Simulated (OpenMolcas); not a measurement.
CH5GaO (SMILES C[O][GaH2]): methods side by side

CH5GaO: 8 atoms, total charge 0, spin state singlet. As SMILES, `C[O][GaH2]`. Geometry: relaxed at PBE0-D4/def2-TZVP.

```xyz
8

C    -0.6168    0.9726   -0.4229
O    -0.7053   -0.2735    0.2135
Ga    0.7032   -1.3020    0.5793
H    -1.2002    0.9620   -1.3506
H     0.4142    1.2562   -0.6766
H    -1.0306    1.7542    0.2243
H     2.0939   -0.7328    0.1429
H     0.3417   -2.6367    1.2901
```

Quantity: the energy change with the C1–H4 bond stretched from 1.096 to 1.425 Å, in eV. The values are calculated.

| level | kind | program | value (eV) | less CCSD(T)/cc-pVDZ | CPU time (all runs) |
| --- | --- | --- | --- | --- | --- |
| HF/cc-pVDZ (unrestricted) | Hartree–Fock | OpenMolcas | 1.09 | +0.20 | 14 s |
| SVWN5/cc-pVDZ (restricted) | LDA | OpenMolcas | 0.82 | -0.07 | 28 s |
| PBE/cc-pVDZ (restricted) | GGA | OpenMolcas | 0.82 | -0.07 | 42 s |
| r2SCAN/cc-pVDZ (restricted) | meta-GGA | OpenMolcas | 0.90 | +0.01 | 59 s |
| B3LYP/cc-pVDZ (restricted) | global hybrid | OpenMolcas | 0.89 | 0.00 | 39 s |
| M06-2X/cc-pVDZ (restricted) | hybrid meta-GGA | OpenMolcas | 0.95 | +0.06 | 51 s |
| B2PLYP/cc-pVDZ (restricted) | double hybrid | OpenMolcas | 0.93 | +0.04 | 30 s |
| MP2/cc-pVDZ (restricted) | perturbation theory | OpenMolcas | 0.96 | +0.07 | 7.9 s |
| CCSD(T)/cc-pVDZ (restricted) | coupled cluster or CI | OpenMolcas | 0.89 | 0.00 | 64 s |

Differences are taken from CCSD(T)/cc-pVDZ (restricted) for orientation; it has basis-set and higher-order errors of its own. All-electron rows without a relativistic Hamiltonian named are non-relativistic. The first shape isn't each level's own minimum. The values span 0.82 to 1.09 eV. In the correlated wave-function rows the outer d shell of Ga is correlated, in sets not made for it. CPU times are rough (shared hosts, several kinds of processor and program).

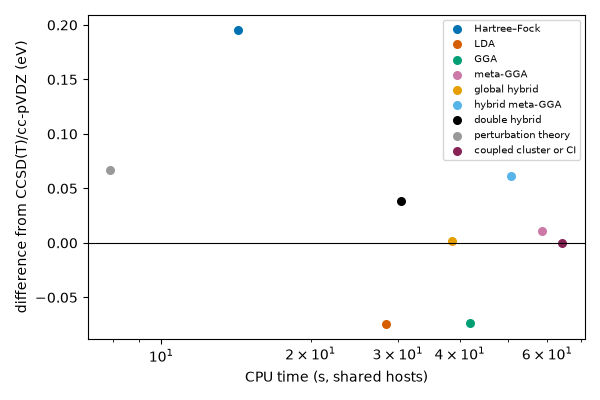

Difference from CCSD(T)/cc-pVDZ against processor time, one point a level.
